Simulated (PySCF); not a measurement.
CCl2, SMILES `Cl[C]Cl`.

Level of theory: PBE/6-31+G* (PySCF), at a geometry from GFN2-xTB. This is a single-reference result, which may miss multireference character in this system. No frequency check shows the geometry to be a minimum. GFN2-xTB bond lengths at metals and heavier atoms can be off by up to 0.1 Å and shapes distorted, which carries into these values.

Coordinates in Å:

```
Cl1      1.3938    0.1386    0.0000
C2      -0.0001   -0.7855    0.0000
Cl3     -1.3938    0.1386    0.0000
```

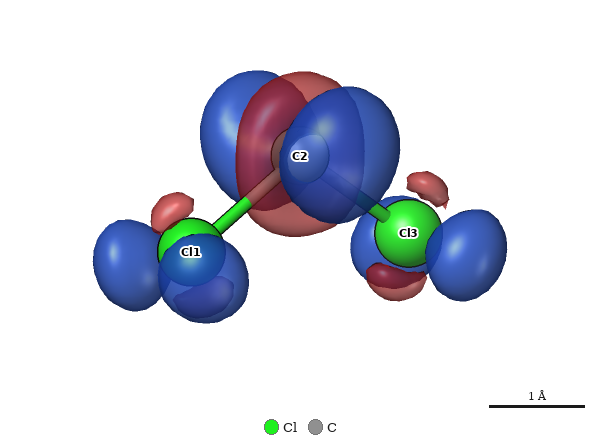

Fukui function f⁺ = ρ(N+1) − ρ(N) at fixed geometry, surfaces at ±0.04 e/Å³ (blue positive, red negative).

Which atoms respond most to the addition of an electron?

f⁺ (Hirshfeld-condensed) is largest on C2 (0.38) and Cl1 and Cl3 (0.31 each); the vertical electron affinity is 0.97 eV (the stability of the anion's solution wasn't checked; the anion's highest orbital has positive energy, so this value and f⁺ depend on the basis). Condensed values hint at sites of nucleophilic attack but needn't mark the atom that reacts. Orbital relaxation makes it negative in places (0.17 e in all).

| atom | f⁺ | charge |
| --- | --- | --- |
| Cl1 | +0.31 | +0.05 |
| C2 | +0.38 | −0.09 |
| Cl3 | +0.31 | +0.05 |
